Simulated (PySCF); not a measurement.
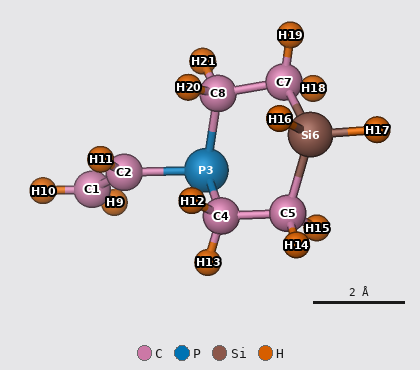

The structure (ball-and-stick view, seen at a tilt; atoms are numbered from 1 in the order of the input).

# Run report: C₆H₁₃PSi, NMR shielding calculation

- system: C₆H₁₃PSi
- method: GIAO PBE0/pcSseg-1 NMR shielding, non-relativistic, IEF-PCM chloroform (PySCF 2.14.0)

The geometry comes from this level: PBE0-D3(BJ)/def2-SVP. It belongs to a series of runs on one base structure; here: solvent chloroform. Figures and captions count atoms from 1; the log counts them from 0 in places.

### What the program printed
```
coarse grid: 17824 points
cycle   1  E = -866.5963125153  dE =  6.142e-01  |g| = 4.424e-01  |ddm| = 4.152e+00
cycle   2  E = -866.5830679178  dE =  1.324e-02  |g| = 4.988e-01  |ddm| = 8.697e-01
cycle   3  E = -866.6478353680  dE = -6.477e-02  |g| = 5.516e-02  |ddm| = 4.752e-01
cycle   4  E = -866.6484792561  dE = -6.439e-04  |g| = 2.523e-02  |ddm| = 8.601e-02
cycle   5  E = -866.6486472143  dE = -1.680e-04  |g| = 4.833e-03  |ddm| = 2.822e-02
cycle   6  E = -866.6486528028  dE = -5.589e-06  |g| = 1.829e-03  |ddm| = 6.562e-03
final grid: 160936 points
cycle   7  E = -866.6984921720  dE = -3.518e-05  |g| = 9.440e-03  |ddm| = 3.916e-02
cycle   8  E = -866.6984781350  dE =  1.404e-05  |g| = 1.207e-02  |ddm| = 1.853e-02
cycle   9  E = -866.6985151646  dE = -3.703e-05  |g| = 1.152e-03  |ddm| = 1.069e-02
cycle  10  E = -866.6985154919  dE = -3.273e-07  |g| = 2.815e-04  |ddm| = 1.214e-03
cycle  11  E = -866.6985155096  dE = -1.769e-08  |g| = 1.023e-04  |ddm| = 3.138e-04
cycle  12  E = -866.6985155121  dE = -2.519e-09  |g| = 3.155e-05  |ddm| = 1.133e-04
cycle  13  E = -866.6985155124  dE = -2.638e-10  |g| = 2.852e-06  |ddm| = 3.575e-05
```

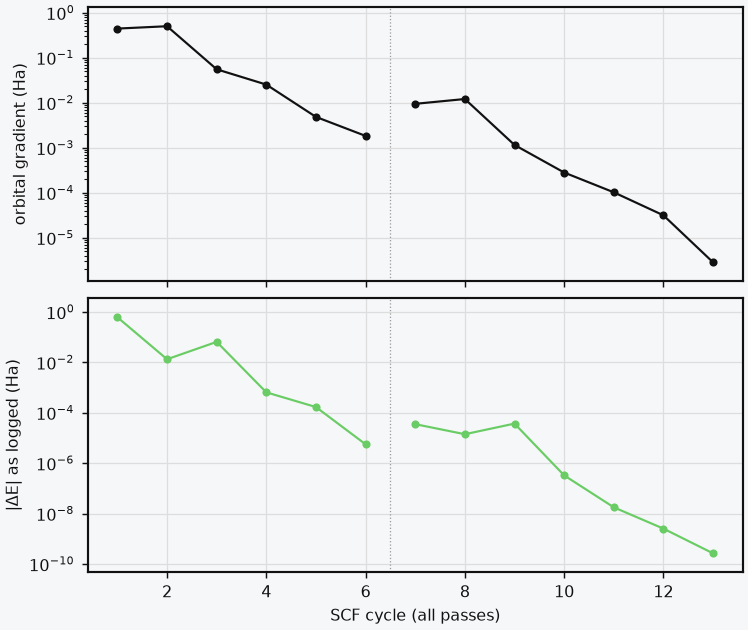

Convergence of the self-consistent field: orbital gradient and size of the energy change against the SCF cycle. The dotted line marks the change from a coarse to the final integration grid. The first 6 cycles use a coarse grid, the final grid takes over at cycle 7, and the field converges after 13 cycles in all.

```
converged SCF energy = -866.6985155124

GIAO shielding tensors (ppm)
atom      isotropic    diamagn.    paramagn.     s11        s22        s33       span
  0 C       42.673     253.600    -210.927    -81.116     54.027    155.107    236.223
  1 C       32.982     262.696    -229.714    -86.369     38.921    146.393    232.763
  2 P      361.494     968.414    -606.920    320.411    350.532    413.539     93.129
  3 C      155.489     252.973     -97.484    145.493    153.791    167.182     21.690
  4 C      177.712     250.867     -73.154    165.565    180.252    187.320     21.756
  5 Si     390.470     878.999    -488.529    365.408    383.653    422.350     56.942
  6 C      177.789     250.874     -73.085    165.812    180.274    187.282     21.470
  7 C      155.626     253.010     -97.383    145.501    154.116    167.262     21.760
  8 H       24.919      30.794      -5.874     20.796     24.115     29.847      9.051
  9 H       25.033      27.488      -2.455     21.591     23.926     29.583      7.992
 10 H       24.766      32.583      -7.817     21.327     23.704     29.267      7.940
 11 H       29.706      33.178      -3.471     26.104     28.954     34.061      7.957
 12 H       29.426      31.873      -2.447     23.951     28.330     35.997     12.046
 13 H       30.138      28.658       1.480     24.774     27.248     38.392     13.617
 14 H       30.353      30.173       0.180     26.388     28.367     36.304      9.916
 15 H       27.346      28.690      -1.344     24.452     25.017     32.570      8.118
 16 H       27.341      27.839      -0.498     24.227     24.538     33.259      9.032
 17 H       30.354      30.072       0.281     26.378     28.337     36.346      9.967
 18 H       30.138      28.443       1.694     24.770     27.271     38.372     13.602
 19 H       29.695      33.082      -3.387     26.048     28.910     34.126      8.079
 20 H       29.395      31.642      -2.247     23.929     28.272     35.983     12.054
```

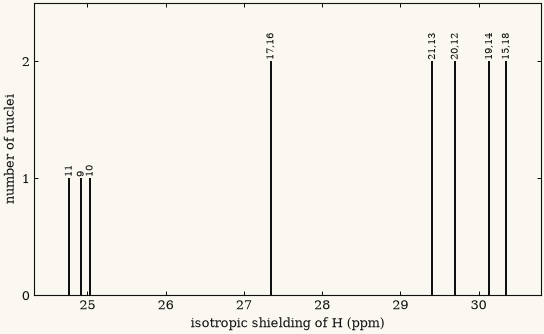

Isotropic shieldings of the hydrogen nuclei in this fixed geometry, labelled by atom number; shielding grows to the right, so chemical shift grows to the left. The least shielded is H11 (24.8 ppm), the most shielded H18 (30.4 ppm).

The run was set up as follows.

### Input
```
{"job": {"kind": "nmr", "xc": "PBE0", "basis": "pcSseg-1", "solvent": "chloroform", "pop": true}, "charge": 0, "multiplicity": 1}
C      3.537119    -0.200722    -0.946761
C      2.425113    -0.337219    -0.219970
P      0.778756     0.112721    -0.869274
C      0.209986     1.228217     0.517683
C     -1.276529     1.585109     0.398060
Si    -2.371889     0.055419     0.577090
C     -1.672167    -1.269795    -0.575025
C     -0.157695    -1.435141    -0.402761
H      3.502516     0.185570    -1.971064
H      4.521470    -0.468161    -0.548964
H      2.493504    -0.729101     0.806014
H      0.421917     0.747361     1.490416
H      0.839606     2.132398     0.469366
H     -1.557137     2.337293     1.154607
H     -1.476074     2.045558    -0.585651
H     -2.299026    -0.435325     1.992798
H     -3.801825     0.359161     0.256840
H     -1.904628    -0.983584    -1.616046
H     -2.188990    -2.227959    -0.396325
H      0.091138    -1.718676     0.636424
H      0.227305    -2.240573    -1.050688
```

The first line tells a small driver script what to run in PySCF; the rest is the geometry in Å.

Run as:
```bash
OMP_NUM_THREADS=1 python <driver script> task.json out
```

### Summary

```tsv
quantity	value
outcome	converged
total energy	−866.698516 hartree
HOMO	−6.65 eV
LUMO	−0.28 eV
dipole moment	1.18 D
isotropic shielding, C	33.0 to 177.8 ppm
isotropic shielding, P	361.5 ppm
isotropic shielding, Si	390.5 ppm
isotropic shielding, H	24.8 to 30.4 ppm
hardware	1 CPU thread, shared host
wall time	51 s
peak memory	1.2 GiB
```
